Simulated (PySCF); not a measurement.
**CH5Al (SMILES [CH3][AlH2]) at 6 levels**

Aim: a comparison of 6 runs (M06-2X/STO-6G, PBE/STO-6G, PBE0/STO-6G, UPBE0/STO-6G, UMP2/STO-6G, UCCSD(T)/STO-6G) of CH5Al. The job is set up through a Python script.

The calculation is run with PySCF 2.14.0.

## (1) The system as given

CH5Al has 7 atoms, charge 0, and is taken as a singlet. SMILES: `[CH3][AlH2]`. The C1–H5 distance was set to 1.640 Å, away from the relaxed value. At this shape a bond of the SMILES string is far longer than usual.

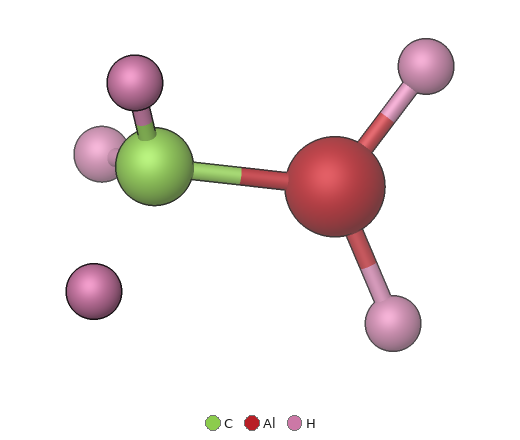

The structure, seen from a chosen angle (carbon green, aluminium red, hydrogen pink).

## (2) The energy at M06-2X/STO-6G (run 1)

Input file geometry.xyz:

```xyz
7
CH5Al
C     -0.769470    -0.330627    -0.105434
Al     0.241930     1.143273     0.674766
H     -1.384070    -0.854627     0.630866
H     -1.455370     0.058573    -0.868134
H      0.193400    -1.425500    -0.855600
H     -0.304970     1.914273     1.953466
H      1.613830     1.616573     0.024666
```

Input file job.py:

```python
from pyscf import gto, dft

molecule = gto.M(
    atom='geometry.xyz',
    verbose=3,
    charge=0,
    max_memory=1860,
    basis='sto-6g',
)

ks = dft.RKS(molecule, xc='m06-2x')
ks.grids.level = 5
ks.conv_tol = 1e-10
ks.kernel()
if not ks.converged:
    ks = ks.newton().run(ks.mo_coeff, ks.mo_occ)

e_tot = ks.e_tot
print('E = %.10f Eh' % e_tot)
```

On the command line:

```console
$ OMP_NUM_THREADS=1 python job.py
```

Log:

```text
converged SCF energy = -282.333583531807
E = -282.3335835318 Eh
```

Run time: 5.1 s. Hardware: 1 thread of Arm Neoverse V1, shared host; peak memory 0.21 GiB.

## (3) The energy at PBE/STO-6G (run 2)

Input file calc.py:

```python
from pyscf import gto, dft

mol = gto.M(
    atom='''
C     -1.454088    -0.624794    -0.199241
Al     0.457181     2.160473     1.275123
H     -2.615513    -1.615011     1.192164
H     -2.750251     0.110687    -1.640535
H      0.365473    -2.693805    -1.616850
H     -0.576310     3.617452     3.691516
H      3.049697     3.054880     0.046612
''',
    max_memory=1860,
    unit='bohr',
    basis='sto-6g',
    verbose=3,
    charge=0,
)

mf = dft.RKS(mol, xc='pbe')
mf.grids.level = 5
mf.conv_tol = 1e-10
mf.kernel()
if not mf.converged:
    mf = mf.newton().run(mf.mo_coeff, mf.mo_occ)

etot = mf.e_tot
print(f'total energy: {etot:.8f} hartree')
```

On the command line:

```console
$ OMP_NUM_THREADS=1 python calc.py
```

Log:

```text
converged SCF energy = -282.190011418203
total energy: -282.19001142 hartree
```

Wall time 4.2 s (1 thread of Arm Neoverse V1, shared host); peak memory 0.2 GiB.

Runs 3 to 4 aren't shown in full; the table further down has their settings and results.

## (4) A single-point energy at UMP2/STO-6G (run 5)

Input file job.py:

```python
from pyscf import gto, scf, mp

system = gto.M(
    atom='''
C     -1.454088    -0.624794    -0.199241
Al     0.457181     2.160473     1.275123
H     -2.615513    -1.615011     1.192164
H     -2.750251     0.110687    -1.640535
H      0.365473    -2.693805    -1.616850
H     -0.576310     3.617452     3.691516
H      3.049697     3.054880     0.046612
''',
    basis='sto-6g',
    verbose=4,
    max_memory=1860,
    charge=0,
    unit='bohr',
)

calc0 = scf.UHF(system)
calc0.conv_tol = 1e-10
calc0.kernel()
if not calc0.converged:
    calc0 = calc0.newton().run(calc0.mo_coeff, calc0.mo_occ)
for _ in range(3):
    mo, _, stable, _ = calc0.stability(return_status=True)
    if stable:
        break
    calc0.kernel(calc0.make_rdm1(mo, calc0.mo_occ))

pt = mp.MP2(calc0, frozen=6).run()
e_tot = pt.e_tot
print('Final energy', e_tot)
```

On the command line:

```console
$ OMP_NUM_THREADS=1 python job.py
```

Log:

```text
PySCF version 2.14.0

[... 99 lines left out ...]
converged SCF energy = -281.546063127923  <S^2> = 8.2778229e-13  2S+1 = 1
[... 76 lines left out ...]
converged SCF energy = -281.548782236847  <S^2> = 0.22210371  2S+1 = 1.3741961
[... 3 lines left out ...]
******** <class 'pyscf.mp.ump2.UMP2'> ********
nocc = (np.int64(6), np.int64(6)), nmo = (13, 13)
frozen orbitals 6
E(UMP2) = -281.641870936953  E_corr = -0.0930887001058035
E(SCS-UMP2) = -281.653885700801  E_corr = -0.105103463954105
E_corr(same-spin) = -0.00761881866099095
E_corr(oppo-spin) = -0.0854698814448126
Final energy -281.6418709369529
```

It took 1.2 s on 1 thread of Arm Neoverse V1, shared host; peak memory 0.12 GiB.

## (5) A single-point energy at UCCSD(T)/STO-6G (run 6)

Input file input.py:

```python
from pyscf import gto, scf, cc

mol = gto.M(
    atom='''
C       -0.769470      -0.330627      -0.105434
Al       0.241930       1.143273       0.674766
H       -1.384070      -0.854627       0.630866
H       -1.455370       0.058573      -0.868134
H        0.193400      -1.425500      -0.855600
H       -0.304970       1.914273       1.953466
H        1.613830       1.616573       0.024666
''',
    charge=0,
    verbose=3,
    basis='sto-6g',
    max_memory=1860,
)

mf = scf.UHF(mol)
mf.conv_tol = 1e-10
mf.kernel()
if not mf.converged:
    mf = mf.newton().run(mf.mo_coeff, mf.mo_occ)
for _ in range(3):
    mo, _, stable, _ = mf.stability(return_status=True)
    if stable:
        break
    mf.kernel(mf.make_rdm1(mo, mf.mo_occ))

mycc = cc.CCSD(mf, frozen=6)
mycc.kernel()
e_t = mycc.ccsd_t()
e_final = mycc.e_tot + e_t
print('Final energy', e_final)
```

On the command line:

```console
$ OMP_NUM_THREADS=1 python input.py
```

Log:

```text
converged SCF energy = -281.546063318033  <S^2> = 8.2422957e-13  2S+1 = 1
<class 'pyscf.scf.uhf.UHF'> wavefunction has an internal instability
converged SCF energy = -281.548782381561  <S^2> = 0.22210199  2S+1 = 1.3741936
<class 'pyscf.scf.uhf.UHF'> wavefunction is stable in the internal stability analysis
E(UCCSD) = -281.6988994786601  E_corr = -0.1501170970988338
UCCSD(T) correction = -0.00124886075088736
Final energy -281.700148339411
```

It took 1.3 s on 1 thread of Arm Neoverse V1, shared host; peak memory 0.12 GiB.

## (6) The series

```tsv
run	level	follow instability	integration grid	energy (Eh)	dipole moment (D) of the reference	HOMO energy (eV)	LUMO energy (eV)	wall time
1	M06-2X/STO-6G	–	5	-282.333584	0.43	-6.71	4.87	5.1 s
2	PBE/STO-6G	–	5	-282.190011	0.45	-4.24	2.60	4.2 s
3	PBE0/STO-6G	–	5	-282.227732	0.46	-5.54	3.86	3.9 s
4	UPBE0/STO-6G	yes	5	-282.227732	0.46	-5.54	3.86	23 s
5	UMP2/STO-6G	yes	–	-281.641871	0.57	-8.58	8.43	1.2 s
6	UCCSD(T)/STO-6G	yes	–	-281.700148	0.57	-8.58	8.43	1.3 s
```

## (7) What came out

| quantity | value |
| --- | --- |
| run 6: total energy | -281.70015 Eh |
| run 6: dipole moment (Hartree–Fock density) | 0.57 D |
| run 6: HOMO energy (Hartree–Fock orbitals) | -8.58 eV |
| run 6: LUMO energy (Hartree–Fock orbitals) | 8.43 eV |
| run 6: HOMO–LUMO gap (Hartree–Fock orbitals) | 17.01 eV |
| run 6: correlation energy (6 core orbitals frozen) | -151.4 mEh |
| run 6: (T) correction | -1.25 mEh |
| run 6: ⟨S²⟩ of the reference determinant | 0.222 |
| run 6: T1 diagnostic | 0.053 |

In words: Over runs 1, 2, 3, 4 the dipole moment (its size) runs from 0.43 D (M06-2X/STO-6G) to 0.46 D (PBE0/STO-6G). Over runs 1, 2, 3, 4 the HOMO–LUMO gap runs from 6.83 eV (PBE/STO-6G) to 11.57 eV (M06-2X/STO-6G). Totals of different functionals can't be ranked against each other. In runs 1, 2, 3, 4, 5, 6 the basis is minimal, so the values are rough. Spin contamination of the reference: run 5 ⟨S²⟩ = 0.22, run 6 ⟨S²⟩ = 0.22. All runs together took 39 s, the longest 23 s.
